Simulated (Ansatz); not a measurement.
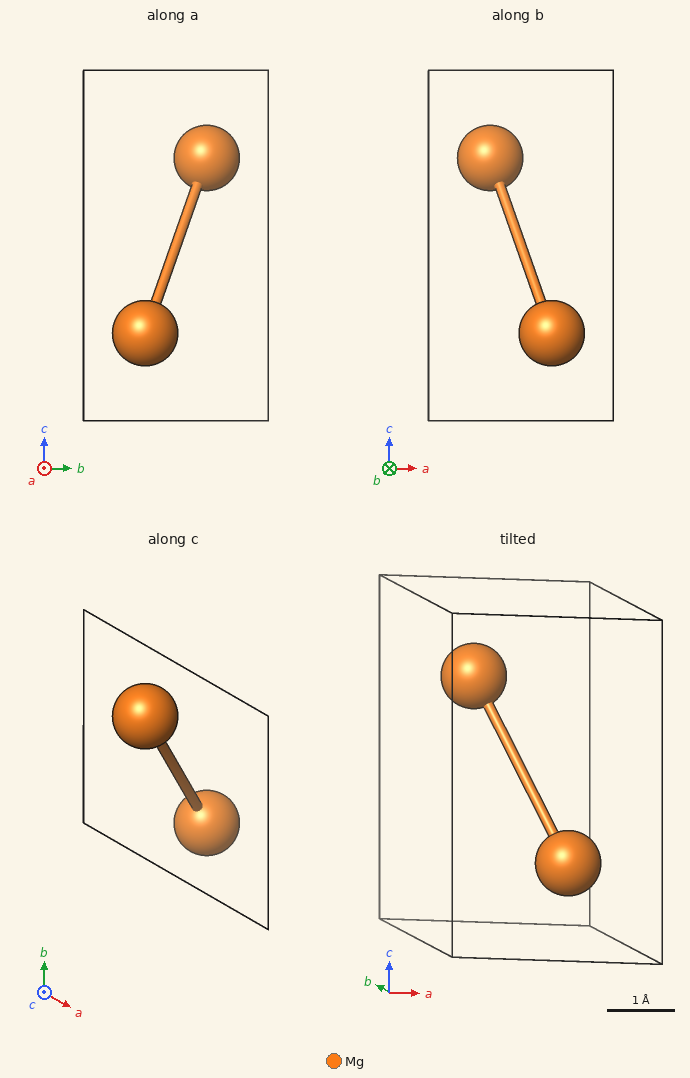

Drawn in the ball-and-stick manner and seen along the a axis, along the b axis, along the c axis and slightly off an axis. The wireframe shows the conventional unit cell.

Lattice parameters: a = 3.1852 Å, b = 3.1852 Å, c = 5.2309 Å, α = 90.000°, β = 90.000°, γ = 120.000°.

Put the structure into a CIF in P1 with every atom of the cell.

Answer.
```cif
data_structure
_symmetry_space_group_name_H-M 'P 1'
_symmetry_Int_Tables_number 1
_cell_length_a 3.1852
_cell_length_b 3.1852
_cell_length_c 5.2309
_cell_angle_alpha 90.000
_cell_angle_beta 90.000
_cell_angle_gamma 120.000
_cell_volume 45.96
loop_
_atom_site_label
_atom_site_type_symbol
_atom_site_fract_x
_atom_site_fract_y
_atom_site_fract_z
_atom_site_occupancy
Mg1 Mg 0.3333 0.6667 0.7500 1
Mg2 Mg 0.6667 0.3333 0.2500 1
```

Origin of the cell: the standard structure of this element. The geometry comes from a coarse first relaxation with DFT PBE, scalar-relativistic, plane waves, PAW in Ansatz.
